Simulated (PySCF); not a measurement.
# [Pr(OH)4]−: how tightly the ligands are held

Aim: take one ligand of each kind off [Pr(OH)4]−, with both parts rigid, and scan its distance from the metal. The species was built from a template and needn't be a known compound.

The runs use PySCF 2.14.0; TPSS, Pr lcecp-1-SVP with ECP48, O def2-SVP, H def2-SVP; scalar-relativistic core potentials, no spin–orbit coupling.

2 further runs of the same task are left out: 2 for a known fault of the program. Runs told in other sessions of the task aren't counted.

## Step 1: The system as given

9 atoms, charge -1, spin multiplicity 1.

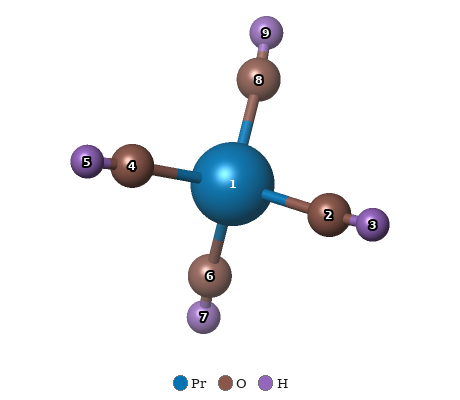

The geometry (praseodymium blue, oxygen brown, hydrogen purple); atoms are numbered from 1 in the order of the file.

Geometry (Å):

```
Pr    0.00000    0.00000    0.00000
O     1.41016    1.13006    1.28115
H     1.98483    1.67901    1.82967
O    -1.41016   -1.13006    1.28115
H    -1.98483   -1.67901    1.82967
O     1.13004   -1.41014   -1.28114
H     1.67895   -1.98481   -1.82967
O    -1.13004    1.41014   -1.28114
H    -1.67895    1.98481   -1.82967
```

Formal oxidation states: Pr +3. Each metal's 2 4f electrons lie in its core potential, so multiplicities, spins and levels count the valence alone. An earlier session relaxed this geometry at TPSS, Pr lcecp-1-SVP with ECP48, O def2-SVP, H def2-SVP (singlet, point group D2).

## Step 2: OH taken off

The ligand (atoms 2, 3) keeps its formal charge and a closed shell where it can; ligand and rest are solved at the complex's geometry, in vacuum, with the settings of the relaxation.

```csv
part,charge,state,energy (Eh)
complex,-1,singlet,-336.228733
ligand,-1,singlet,-75.662628
rest,0,singlet,-260.367522
```

Run time: 3.6 s. Hardware: 2 threads of Arm Neoverse V1, shared host.

## Step 3: Rigid scan of OH

Atoms 2, 3 move together along the line from atom 1; the distance is to the donor, the donors' midpoint or the ring centre. Each point starts from the density of the one before.

```csv
distance (Å),energy from the relaxed point (eV)
1.92,0.955
2.02,0.366
2.12,0.079
2.22,0.000
2.32,0.059
2.42,0.207
2.62,0.642
2.92,1.379
3.32,2.247
3.82,3.068
```

Run time: 44 s. Hardware: 2 threads of Arm Neoverse V1, shared host.

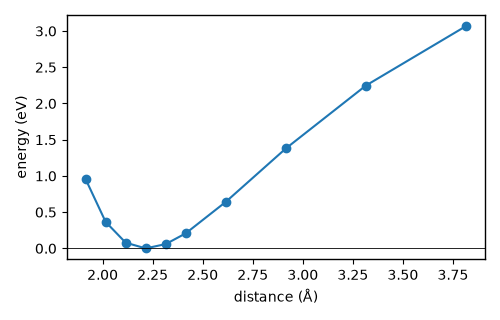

Energy along the rigid scan of OH.

## Step 4: What came out

| quantity | value |
| --- | --- |
| taking off OH | 5.40 eV |
| stiffness of the OH contact | 13.8 eV/Å² |

**Reading.** Taking off OH as a fragment of charge -1 costs 5.40 eV. Near 2.22 Å the OH contact has a stiffness of about 13.8 eV/Å², and the energy stands 3.07 eV higher at 3.82 Å. The free anion is solved without diffuse functions, no counterpoise correction is made, and the parts aren't relaxed; each of these makes the binding look larger. These are double-zeta-type bases without diffuse functions. Spin–orbit coupling is left out. The core potential fixes the 4f count, so no charge can pass from the ligands into that shell.
